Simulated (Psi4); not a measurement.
# Run report: SiH₂S, geometry relaxation (part 3 of 4)

SiH₂S, SMILES [SiH]S; r2SCAN-3c/def2-mTZVPP, RKS (Psi4 1.11). The geometry comes from this level: PBE0-D4/def2-TZVP.

Geometry of the input (Å):
```
Si -0.2628  -1.0744  0.1611
S  0.1905  0.9588  -0.2066
H  1.0175  -1.1908  0.9814
H  -0.8897  1.2460  -0.9562
```

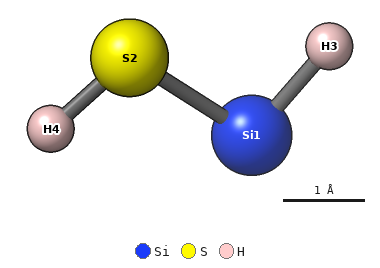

Fig. 1: The input geometry (ball-and-stick view, seen at a tilt; atoms are numbered from 1 in the order of the input).

Log, continued
```
    Radial Scheme          =       TREUTLER
    Pruning Scheme         =           NONE
    Nuclear Scheme         =       TREUTLER

    Blocking Scheme        =         OCTREE
    BS radius alpha        =              1
    Pruning alpha          =              1
    Radial Points          =             75
    Spherical Points       =            302
    Total Points           =          86609
    Total Blocks           =            689
    Max Points             =            256
    Max Functions          =             63
    Weights Tolerance      =       1.00E-15

   => Auxiliary Basis Set <=

  Basis Set: (DEF2-MTZVPP AUX)
    Blend: DEF2-UNIVERSAL-JKFIT
    Number of shells: 88
    Number of basis functions: 292
    Number of Cartesian functions: 350
    Spherical Harmonics?: true
    Max angular momentum: 4

  Cached 100.0% of DFT collocation blocks in 0.341 [GiB].

  Minimum eigenvalue in the overlap matrix is 8.8480481419E-03.
  Reciprocal condition number of the overlap matrix is 2.1673097135E-03.
    Using symmetric orthogonalization.

  ==> Iterations <==

                           Total Energy        Delta E     RMS |[F,P]|

   @DF-RKS iter   0:  -688.81400052436311   -6.88814e+02   3.28067e-04
   @DF-RKS iter   1:  -688.81628532720947   -2.28480e-03   5.00629e-05 DIIS
   @DF-RKS iter   2:  -688.81627366282589    1.16644e-05   7.98368e-05 DIIS
   @DF-RKS iter   3:  -688.81629391892193   -2.02561e-05   1.55282e-05 DIIS
   @DF-RKS iter   4:  -688.81629457642987   -6.57508e-07   4.86848e-06 DIIS
   @DF-RKS iter   5:  -688.81629465125854   -7.48287e-08   4.87218e-07 DIIS
   @DF-RKS iter   6:  -688.81629465212939   -8.70841e-10   1.20277e-07 DIIS
   @DF-RKS iter   7:  -688.81629465217088   -4.14957e-11   5.54802e-08 DIIS
   @DF-RKS iter   8:  -688.81629465218339   -1.25056e-11   7.74820e-09 DIIS
  Energy and wave function converged.

  ==> Post-Iterations <==

   Electrons on quadrature grid:
      Ntotal   =   32.0000023574 ; deviation = 2.357e-06

    Final Occupation by Irrep:
              A
    DOCC [    16 ]
    NA   [    16 ]
    NB   [    16 ]

  @DF-RKS Final Energy:  -688.81629465218339

   => Energetics <=

    Nuclear Repulsion Energy =             72.7352146918405253
    One-Electron Energy =               -1096.9368052298552811
    Two-Electron Energy =                 382.5907780558886202
    DFT Exchange-Correlation Energy =     -47.2085549595270635
    Empirical Dispersion Energy =           0.0030727894696747
    VV10 Nonlocal Energy =                  0.0000000000000000
    Total Energy =                       -688.8162946521833874

Computation Completed

Properties will be evaluated at   0.000000,   0.000000,   0.000000 [a0]

Properties computed using the SCF density matrix

 Multipole Moments:

 ------------------------------------------------------------------------------------
     Multipole            Electronic (a.u.)      Nuclear  (a.u.)        Total (a.u.)
 ------------------------------------------------------------------------------------

 L = 1.  Multiply by 2.5417464519 to convert [e a0] to [Debye]
 Dipole X            :         -0.2854835            0.1218665           -0.1636171
 Dipole Y            :          0.0144674            0.0430964            0.0575638
 Dipole Z            :         -0.2503205            0.1374141           -0.1129064
 Magnitude           :                                                    0.2069589

 ------------------------------------------------------------------------------------

	total time  =          2 seconds =       0.03 minutes

         ------------------------------------------------------------
                                   SCF GRAD
         ------------------------------------------------------------

  ==> Geometry <==

    Molecular point group: c1
    Full point group: C1

    Geometry (in Angstrom), charge = 0, multiplicity = 1:

       Center              X                  Y                   Z               Mass
    ------------   -----------------  -----------------  -----------------  -----------------
         SI          -0.241700975555    -1.096391233911     0.202044001053    27.976926534650
         S            0.207407810650     0.957986332125    -0.181430494037    31.972071174400
         H            1.023312149052    -1.208109911744     1.047672356366     1.007825032230
         H           -0.893534511028     1.252611494975    -0.900684050273     1.007825032230

  Nuclear repulsion =   72.735214691840525

   => Molecular Quadrature <=

    Radial Scheme          =       TREUTLER
    Pruning Scheme         =           NONE
    Nuclear Scheme         =       TREUTLER

    Blocking Scheme        =         OCTREE
    BS radius alpha        =              1
    Pruning alpha          =              1
    Radial Points          =             75
    Spherical Points       =            302
    Total Points           =          86609
    Total Blocks           =            689
    Max Points             =            256
    Max Functions          =             63
    Weights Tolerance      =       1.00E-15

  -Total Gradient:
     Atom            X                  Y                   Z
    ------   -----------------  -----------------  -----------------
       1        0.000747717788    -0.000517199528    -0.000433434739
       2        0.001013241498    -0.000052513148    -0.000799404716
       3       -0.000288284283     0.000065277176     0.000964027892
       4       -0.000283060901     0.000697391344     0.000917031076

	total time  =          1 seconds =       0.02 minutes

    			-----------------------------------------

    			 OPTKING 3.0: for geometry optimizations

    			        with contributions from

    			-----------------------------------------

	                            ===> Fragment 1 <==

	 Z (Atomic Numbers)          Masses                          Geom
	      14.000000            27.976927         -0.45674865 -2.07187916  0.38180783
	      16.000000            31.972071          0.39194396  1.81033180 -0.34285394
	       1.000000             1.007825          1.93377970 -2.28299686  1.97981382
	       1.000000             1.007825         -1.68853551  2.36709267 -1.70204618

	 - Coordinate -           - BOHR/RAD -       - ANG/DEG -
	 R(1,2)           =         4.039428           2.137573
	 R(1,3)           =         2.883196           1.525722
	 R(2,4)           =         2.546720           1.347666
	 B(1,2,4)         =         1.705420          97.713351
	 B(2,1,3)         =         1.566400          89.748085
	 D(3,1,2,4)       =        -3.092219        -177.171072

	        --- Internal Coordinate Step in ANG or DEG, aJ/ANG or AJ/DEG ---
	-------------------------------------------------------------------------------
	           Coordinate      Previous         Force          Change          New
	           ----------      --------        ------          ------        ------
	               R(1,2)       2.13757       -0.00390        0.00228       2.13985
	               R(1,3)       1.52572       -0.00042       -0.00035       1.52537
	               R(2,4)       1.34767       -0.00245       -0.00056       1.34711
	             B(1,2,4)      97.71335       -0.00004       -0.40302      97.31033
	             B(2,1,3)      89.74808       -0.00003       -0.44006      89.30803
	           D(3,1,2,4)    -177.17107       -0.00021       -3.26835    -180.43942
	-------------------------------------------------------------------------------

	                                 ==> Convergence Check <==

	Measures of convergence in internal coordinates in au.

	Criteria marked as inactive (o), active & met (*), and active & unmet ( ).

	----------------------------------------------------------------------------------------------
	   Step    Total Energy     Delta E     Max Force     RMS Force      Max Disp      RMS Disp
	----------------------------------------------------------------------------------------------
	  Convergence Criteria     1.00e-06 *    3.00e-04 *             o    1.20e-03 *             o
	----------------------------------------------------------------------------------------------
	     3    -688.81629465    4.47e-05      2.74e-03      1.17e-03 o    5.70e-02      2.37e-02 o  ~
	----------------------------------------------------------------------------------------------

Next Geometry in Ang
	Fragment 1 (Ang)

	   Si  -0.2531419889  -1.0931851161   0.2144609312
	    S   0.1988832407   0.9644890200  -0.1605365611
	    H   1.0310931510  -1.2075965024   1.0295738732
	    H  -0.8813499297   1.2423892799  -0.9158964303

    Structure for next step:
    Molecular point group: c1
    Full point group: C1

    Geometry (in Angstrom), charge = 0, multiplicity = 1:

    SI          -0.243902676587    -1.097829973339     0.198615794192
    S            0.208122552991     0.959844162704    -0.176381698051
    H            1.040332463340    -1.212241359624     1.013728736233
    H           -0.872110617448     1.237744422662    -0.931741567259

gradient() will perform analytic gradient computation.

  ==> Geometry <==

    Molecular point group: c1
    Full point group: C1

    Geometry (in Angstrom), charge = 0, multiplicity = 1:

       Center              X                  Y                   Z               Mass
    ------------   -----------------  -----------------  -----------------  -----------------
         SI          -0.243902676587    -1.097829973339     0.198615794192    27.976926534650
         S            0.208122552991     0.959844162704    -0.176381698051    31.972071174400
         H            1.040332463340    -1.212241359624     1.013728736233     1.007825032230
         H           -0.872110617448     1.237744422662    -0.931741567259     1.007825032230

  Running in c1 symmetry.

  Rotational constants: A =      4.23495  B =      0.23698  C =      0.22442 [cm^-1]
  Rotational constants: A = 126960.49486  B =   7104.56306  C =   6728.07849 [MHz]
  Nuclear repulsion =   72.696166975284541

  Charge       = 0
  Multiplicity = 1
  Electrons    = 32
  Nalpha       = 16
  Nbeta        = 16

   => Molecular Quadrature <=

    Radial Scheme          =       TREUTLER
    Pruning Scheme         =           NONE
    Nuclear Scheme         =       TREUTLER

    Blocking Scheme        =         OCTREE
    BS radius alpha        =              1
    Pruning alpha          =              1
    Radial Points          =             75
    Spherical Points       =            302
    Total Points           =          86615
    Total Blocks           =            692
    Max Points             =            254
    Max Functions          =             63
    Weights Tolerance      =       1.00E-15

   => Auxiliary Basis Set <=

  Basis Set: (DEF2-MTZVPP AUX)
    Blend: DEF2-UNIVERSAL-JKFIT
    Number of shells: 88
    Number of basis functions: 292
    Number of Cartesian functions: 350
    Spherical Harmonics?: true
    Max angular momentum: 4

  Cached 100.0% of DFT collocation blocks in 0.341 [GiB].

  Minimum eigenvalue in the overlap matrix is 8.8717995979E-03.
  Reciprocal condition number of the overlap matrix is 2.1712848514E-03.
    Using symmetric orthogonalization.

  ==> Iterations <==

                           Total Energy        Delta E     RMS |[F,P]|

   @DF-RKS iter   0:  -688.81567376479552   -6.88816e+02   2.49039e-04
   @DF-RKS iter   1:  -688.81635433544693   -6.80571e-04   2.93267e-05 DIIS
   @DF-RKS iter   2:  -688.81635582665820   -1.49121e-06   2.14436e-05 DIIS
   @DF-RKS iter   3:  -688.81635686736399   -1.04071e-06   1.34269e-05 DIIS
   @DF-RKS iter   4:  -688.81635742262984   -5.55266e-07   3.81988e-06 DIIS
   @DF-RKS iter   5:  -688.81635746724112   -4.46113e-08   4.77149e-07 DIIS
   @DF-RKS iter   6:  -688.81635746808956   -8.48445e-10   1.11726e-07 DIIS
   @DF-RKS iter   7:  -688.81635746812708   -3.75167e-11   4.21088e-08 DIIS
   @DF-RKS iter   8:  -688.81635746813390   -6.82121e-12   4.81468e-09 DIIS
  Energy and wave function converged.

  ==> Post-Iterations <==

   Electrons on quadrature grid:
      Ntotal   =   32.0000036905 ; deviation = 3.691e-06

    Final Occupation by Irrep:
              A
    DOCC [    16 ]
    NA   [    16 ]
    NB   [    16 ]

  @DF-RKS Final Energy:  -688.81635746813390

   => Energetics <=

    Nuclear Repulsion Energy =             72.6961669752845410
    One-Electron Energy =               -1096.8612635481235884
    Two-Electron Energy =                 382.5540332610322594
    DFT Exchange-Correlation Energy =     -47.2083735289102151
    Empirical Dispersion Energy =           0.0030793725830670
    VV10 Nonlocal Energy =                  0.0000000000000000
    Total Energy =                       -688.8163574681339014

Computation Completed

Properties will be evaluated at   0.000000,   0.000000,   0.000000 [a0]

Properties computed using the SCF density matrix

 Multipole Moments:

 ------------------------------------------------------------------------------------
     Multipole            Electronic (a.u.)      Nuclear  (a.u.)        Total (a.u.)
 ------------------------------------------------------------------------------------

 L = 1.  Multiply by 2.5417464519 to convert [e a0] to [Debye]
 Dipole X            :         -0.3219487            0.1578776           -0.1640711
 Dipole Y            :          0.0246370            0.0253035            0.0499405
 Dipole Z            :         -0.1934215            0.0765360           -0.1168855
 Magnitude           :                                                    0.2075466

 ------------------------------------------------------------------------------------

	total time  =          2 seconds =       0.03 minutes

         ------------------------------------------------------------
                                   SCF GRAD
         ------------------------------------------------------------

  ==> Geometry <==

    Molecular point group: c1
    Full point group: C1

    Geometry (in Angstrom), charge = 0, multiplicity = 1:

       Center              X                  Y                   Z               Mass
    ------------   -----------------  -----------------  -----------------  -----------------
         SI          -0.243902676587    -1.097829973339     0.198615794192    27.976926534650
         S            0.208122552991     0.959844162704    -0.176381698051    31.972071174400
         H            1.040332463340    -1.212241359624     1.013728736233     1.007825032230
         H           -0.872110617448     1.237744422662    -0.931741567259     1.007825032230

  Nuclear repulsion =   72.696166975284541

   => Molecular Quadrature <=

    Radial Scheme          =       TREUTLER
    Pruning Scheme         =           NONE
    Nuclear Scheme         =       TREUTLER

    Blocking Scheme        =         OCTREE
    BS radius alpha        =              1
    Pruning alpha          =              1
    Radial Points          =             75
    Spherical Points       =            302
    Total Points           =          86615
    Total Blocks           =            692
    Max Points             =            254
    Max Functions          =             63
    Weights Tolerance      =       1.00E-15

  -Total Gradient:
     Atom            X                  Y                   Z
    ------   -----------------  -----------------  -----------------
       1       -0.000524878540    -0.001201535357     0.000222877818
       2        0.001025172083     0.001223932375     0.000461046933
       3        0.000281476629     0.000378342478    -0.000127764885
       4        0.000393878424    -0.000210093354     0.000104268222
```
